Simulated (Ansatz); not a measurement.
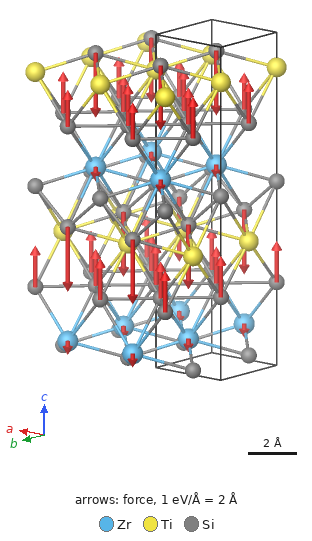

Starting geometry of crystalline ZrTiSi$_{4}$ (a generated structure, set up in Amm2) (coarse preliminary run) with the computed forces as red arrows. A ball-and-stick model of the conventional cell (2 times the calculation's cell), repeated 2 × 2 × 1 with one cell outlined, seen from a free direction. Lengths and directions refer to the drawn axes.

Computed with DFT PBE, scalar-relativistic, plane waves, PAW (Ansatz). Set-up: plane-wave cutoff 420 eV; k-point mesh 6 × 6 × 6; occupations gaussian; smearing width 0.1 eV; no spin polarisation; cell and atoms relaxed; force threshold 0.04 eV/Å; at most 70 steps.

### What follows when this structure is relaxed?

It isn't relaxed: the largest force vector, on a Si atom, is 1.39 eV/Å. The atoms end up moving mostly along the starting forces (cosine between the two patterns 0.92). Over 3 accepted moves (4 points after the start) the energy falls by 0.233 eV per cell of the calculation. The largest force component goes from 1.4 to 0.012 eV/Å. Pressure: 4.46 GPa at the start and −0.02 GPa at the end. The SCF was repeated once at an unchanged geometry on a basis and grid sized afresh for the cell, which shifted the energy by 0.3 meV per cell of the calculation at most. The largest move relative to the cell is that of a Si atom, 0.18 Å along −c. By element the largest moves are Si 0.18 Å, Ti 0.04 Å, Zr 0.01 Å. Cell: a 3.568 → 3.623 Å (+1.6 %), b 3.601 → 3.633 Å (+0.9 %), c 14.317 → 14.212 Å (−0.7 %). Volume +1.7 %. Among the contacts that change: Si–Zr 2.887 → 3.032 Å, Si–Ti 2.887 → 2.798 Å, Si–Si 2.327 → 2.412 Å, Si–Zr 2.728 → 2.804 Å. The space group stays Amm2 (No. 38).
